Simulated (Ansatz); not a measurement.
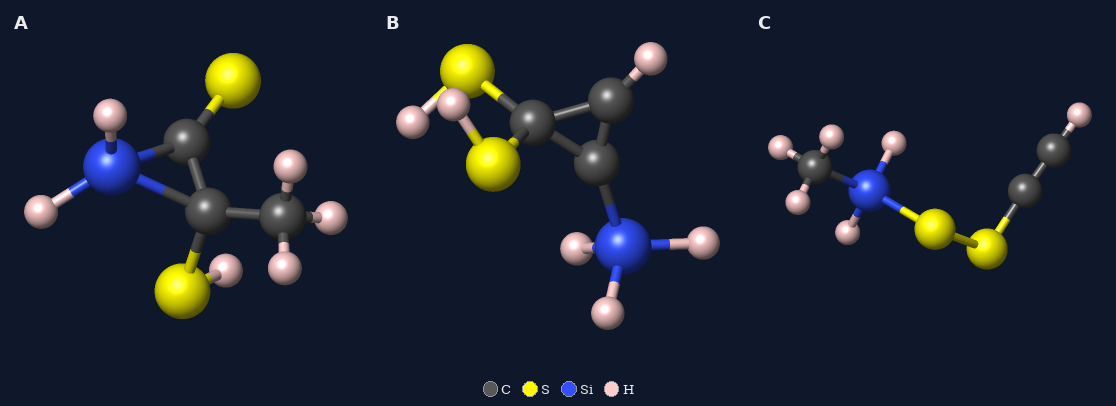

Simulated data, not a measurement (program: Ansatz).

Question: Match each picture to its SMILES.
(1) C[C@@]1(S)[SiH2]C1=S
(2) C#CSS[SiH2]C
(3) [SiH3]C1=CC1(S)S

Answer: A is (1), B is (3), C is (2).
